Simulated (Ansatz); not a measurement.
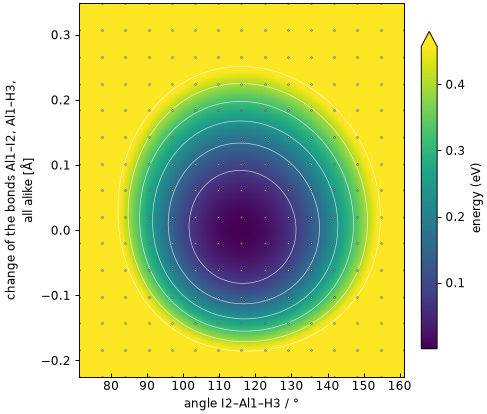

AlHI, SMILES [AlH][I], spin multiplicity 2. The first coordinate is: angle I2–Al1–H3; the second: change of the bonds Al1–I2, Al1–H3, all alike. Nothing is relaxed (all other coordinates rigid). Grid: 15 × 15 points. Points are written as (first, second). Energies are in eV, from the relaxed molecule at the same level. Theory: UKS PBE0-D4/def2-TZVP (Ansatz 0.2.0).

The picture shows a smooth colour map with a few white contour lines, dots at the grid points, one colour for all values above the top of the scale. Between grid points the surface is interpolated.

Where is the minimum, and how stiff is the well along each coordinate?

Answer. The interpolated minimum is at angle I2–Al1–H3 ≈ 116.1°, the second coordinate ≈ 0.000 Å. The curvatures there are about 2.4 eV/rad² and 21 eV/Å², with a cross term of about 0.2 eV/(rad·Å). Round the minimum the two coordinates are nearly uncoupled.
